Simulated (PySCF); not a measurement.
# C7H7FO3: what the fields show

| atom | x (Å) | y (Å) | z (Å) |
| --- | --- | --- | --- |
| C | 2.5077 | -0.1484 | -0.0160 |
| C | 1.3743 | -0.2810 | 0.6465 |
| C | 0.0285 | 0.0037 | 0.0358 |
| O | -0.0379 | 1.3261 | -0.5356 |
| C | 0.3135 | 2.3558 | 0.2256 |
| O | 0.7712 | 2.3307 | 1.3233 |
| C | -0.3570 | -0.9519 | -1.0741 |
| C | -1.5566 | -1.4438 | -0.8249 |
| C | -2.0678 | -0.8255 | 0.4505 |
| F | -3.0869 | 0.0622 | 0.1513 |
| O | -0.9886 | -0.1617 | 1.0016 |
| H | 2.5366 | 0.1947 | -1.0374 |
| H | 3.4533 | -0.3605 | 0.4494 |
| H | 1.3328 | -0.5990 | 1.6755 |
| H | 0.1168 | 3.2747 | -0.3547 |
| H | 0.2924 | -1.1306 | -1.9073 |
| H | -2.1492 | -2.1201 | -1.4088 |
| H | -2.4920 | -1.5189 | 1.1880 |

Geometry: GFN2-xTB.

Level of theory: PySCF 2.14.0, PBE0/pcSseg-1, SCF density, gas phase, non-relativistic.

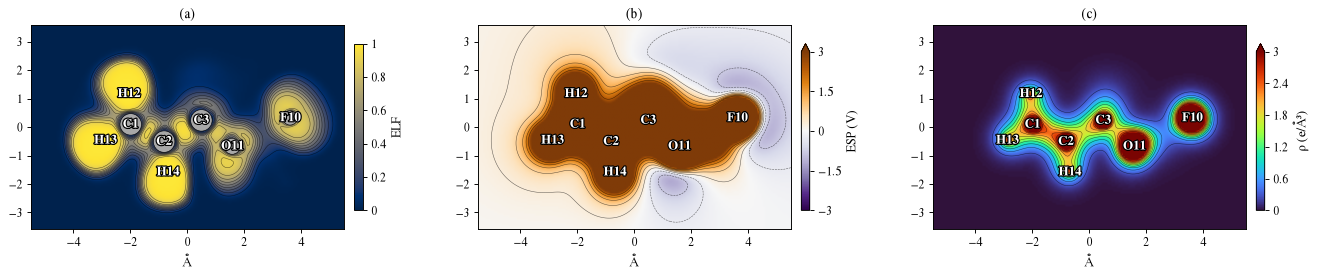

Figure 1. (a) electron localisation function; (b) electrostatic potential; (c) electron density on the plane of atoms C2, C1 and H12. Grey discs cover the atomic cores in the ELF map.

Question: Read the bonding off the picture.

Answer: The section cuts through C, F, O and H sites.
C–C (1.32 Å): ρ is about 2.3 e/Å³ halfway; the ELF peaks at about 0.90 between the atoms: a multiple bond.
C–H (1.08 Å): the density is about 2 e/Å³ at the midpoint; the ELF climbs to about 1 towards the hydrogen, as it does in any bond to H; an ordinary covalent bond to hydrogen.
C–C (1.51 Å): ρ is about 1.8 e/Å³ halfway; the ELF peaks at about 0.95 between the atoms: a shared electron pair.
The ELF also peaks beside O11 and F10, away from the bonds: lone-pair regions.
Outside the dense part of the molecule the potential is most negative (−1.2 V) near O11.

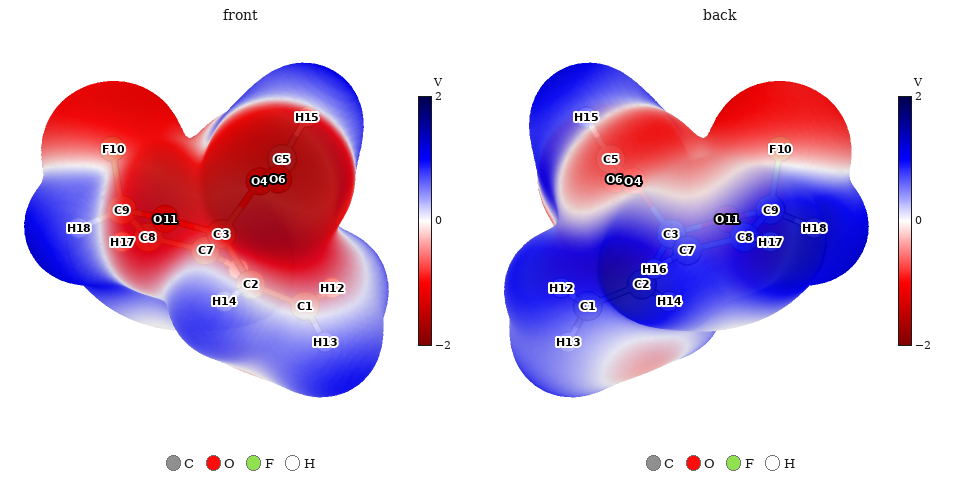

Figure 2. The molecular electrostatic potential painted on the density surface at 0.002 e/bohr³, seen from the front and from behind; red is negative and blue positive.

Question: Where is the surface potential most negative and most positive?

Answer: The most negative region (about −1.7 V) lies over O6, the most positive (about +1.4 V) over H16 and H17. O6 is the likeliest acceptor of a hydrogen bond.

Question: How polar is the molecule by this calculation?

Answer: Its dipole moment is 3.68 D.
